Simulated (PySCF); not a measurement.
## Electronic structure of C2H8ClO3Si2 (SMILES CO[Si](Cl)(C[SiH3])O[O]) (doublet) in real space

The calculation's input:

```
{"job": {"kind": "epr"}, "charge": 0, "multiplicity": 2}
Si     0.811985    -0.229747    -0.359927
C      0.643488     1.498379     0.224385
Si    -1.120488     1.985349     0.703629
Cl     2.698023    -1.020105    -0.145181
O     -0.290972    -1.194854     0.357482
C     -0.438657    -2.591911     0.270617
O      0.455907    -0.321574    -2.059122
O      1.143773     0.583713    -2.721244
H      1.001942     2.145867    -0.593714
H      1.311500     1.662202     1.085672
H     -1.536473     1.268465     1.942789
H     -2.062379     1.652368    -0.405261
H     -1.168528     3.457539     0.954500
H     -1.100861    -2.921194     1.083557
H      0.531791    -3.104710     0.375871
H     -0.889929    -2.880184    -0.692336
```

Command:

```sh
OMP_NUM_THREADS=1 python cluster_run.py task.json out
```

Geometry: PBE0-D3(BJ)/def2-SVP.

Method: PySCF, UKS B3LYP, IGLO-III on C Cl O Si, pcH-1 on H, non-relativistic, mean-field spin-orbit, GIAO.

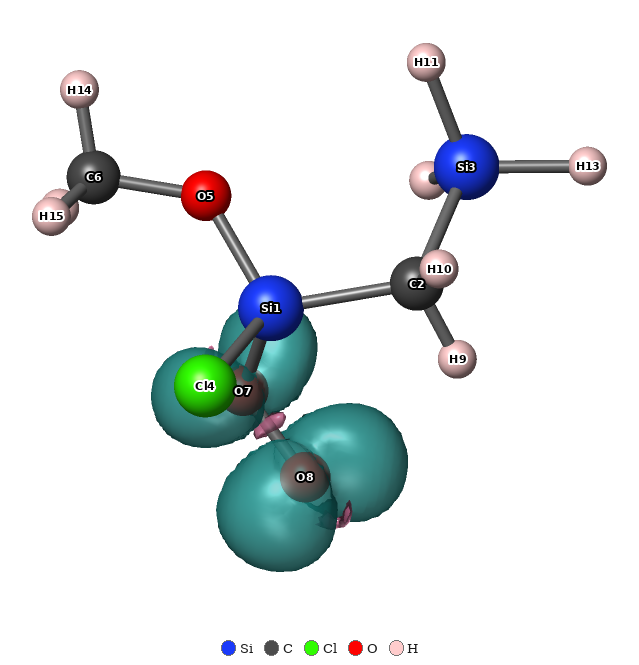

Figure 1. Isosurfaces of the spin density (α minus β) at +0.015 (teal) and −0.015 e/Å³ (pink), seen at an oblique angle.

Question: Which atoms carry the spin?

Answer: The unpaired spin (1 electron) lies mostly on O8 (about 0.7) and O7 (about 0.3), in electrons by Hirshfeld's partition.

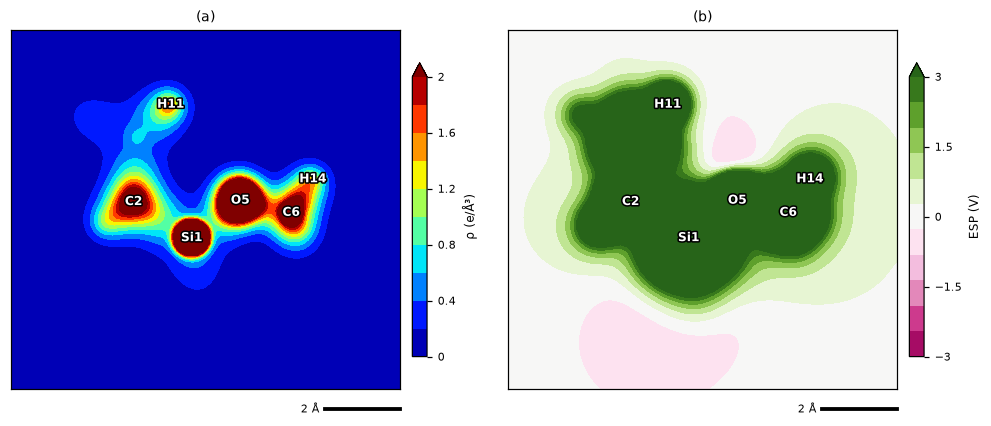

Figure 2. (a) electron density; (b) electrostatic potential on the plane of atoms Si1, O5 and C6.

Question: Read the bonding off the picture.

Answer: The plane passes through Si, C, O and H nuclei. C–O (1.41 Å): the density is about 2 e/Å³ at the midpoint, with its minimum of 1.7 e/Å³ about 0.5 Å from C. Si–O (1.63 Å): ρ is about 1.2 e/Å³ halfway. C–Si (1.83 Å): ρ at the midpoint is about 1 e/Å³. C–H (1.10 Å): ρ at the midpoint is about 2 e/Å³. Outside the dense part of the molecule the potential is most negative (−0.8 V) near O5.

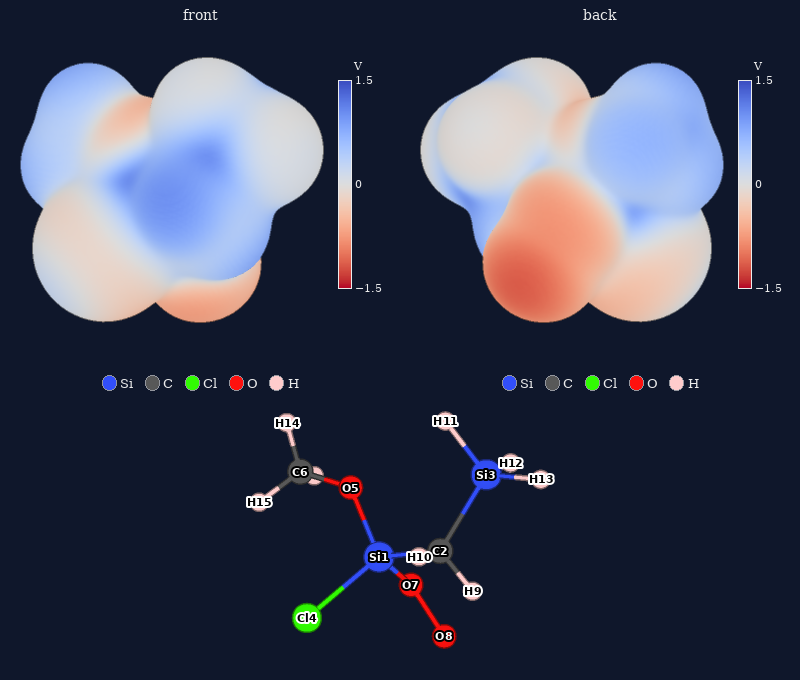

Figure 3. The molecular electrostatic potential painted on the density surface at 0.001 e/bohr³, seen from the front and from behind; the colour scale runs from red (negative) to blue (positive). The bare structure is drawn below in the same view.

Question: Which sites attract a positive test charge, and which a negative one?

Answer: A positive charge is drawn to the negative regions and a negative charge to the positive ones. The most negative region (about −1.1 V) lies over O8, the most positive (about +1.0 V) over Si1, Si3 and H10. O8 is the likeliest acceptor of a hydrogen bond.
